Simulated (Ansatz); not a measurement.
KBr (rock salt)

```
KBr
1.0
    0.00000     6.70523     6.70523
    3.35261     0.00000     3.35261
    3.35261     3.35261     0.00000
Br K
2 2
Cartesian
  0.00000   0.00000   0.00000
  3.35261   3.35261   6.70523
  3.35261   3.35261   3.35261
  3.35261   6.70523   6.70523
```

A phonon eigenvector at L = (0.5, 0.0, 0.0) is frozen into this cell: atom i moves by Q times the vector below, so Q is the largest atomic displacement, in Å. The cell is held. It is one choice among 2 degenerate patterns. (q is in reciprocal vectors of the primitive cell; the cell shown is doubled to hold the pattern.)

| atom | x | y | z |
|---|---|---|---|
| Br1 | -0.285 | 0.520 | -0.805 |
| Br2 | 0.285 | -0.520 | 0.805 |

Atoms not listed stay in place.

The numbers are results of PBE (plane waves to 420 eV, PAW, scalar-relativistic; Ansatz, a program for electronic structure), not measurements. k mesh 9×9×9 (Γ-centred), Fermi-Dirac smearing 0.05 eV. E stands for the smeared free energy. KBr was relaxed with its symmetry unable to fall. ΔE is measured from the undisplaced structure.

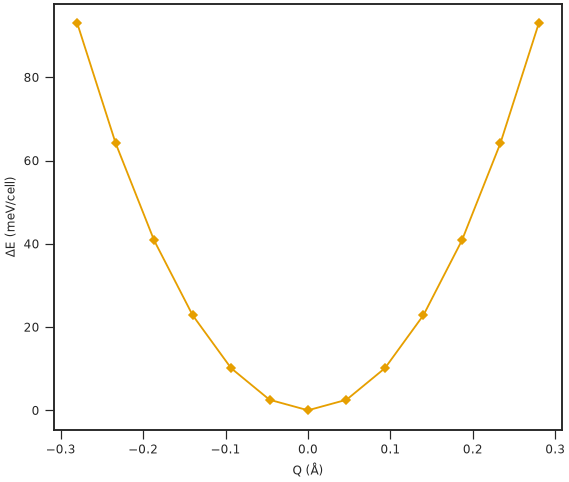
ΔE (meV/cell) against Q (Å); computed points joined by lines.

Q: What is the energy change at Q = 0.280 Å?

A: About 93 meV/cell.

Q: What harmonic wavenumber does the curvature at Q = 0 give?

A: About 63 cm⁻¹.

(For displaced atoms, the force is minus the slope of the energy, and its curvature is a force constant, which sets phonon frequencies.)
